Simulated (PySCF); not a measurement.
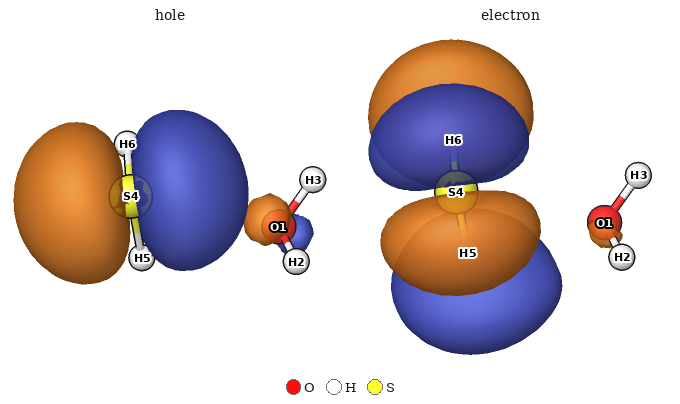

H4OS, SMILES `O.S`. Leading natural transition orbital pair of S₁ (TDA singlet states); the surfaces enclose about 85 % of each orbital's density.

Level of theory: PBE0/def2-SVP (PySCF), at an unrelaxed start geometry of a pair search. Without diffuse functions Rydberg states are missing, so the states' numbers hold for this basis only.

Give its energy and the atoms that hole and electron lie on.

6.57 eV (189 nm), f = 0.001 (very weak); the leading pair carries 100 %; hole on S4 (89 %), electron on S4 (56 %), H6 (21 %) and H5 (20 %); their centroids lie 0.4 Å apart. In canonical orbitals it is mainly HOMO → LUMO+1 (89 %). The HOMO–LUMO gap is 8.34 eV.
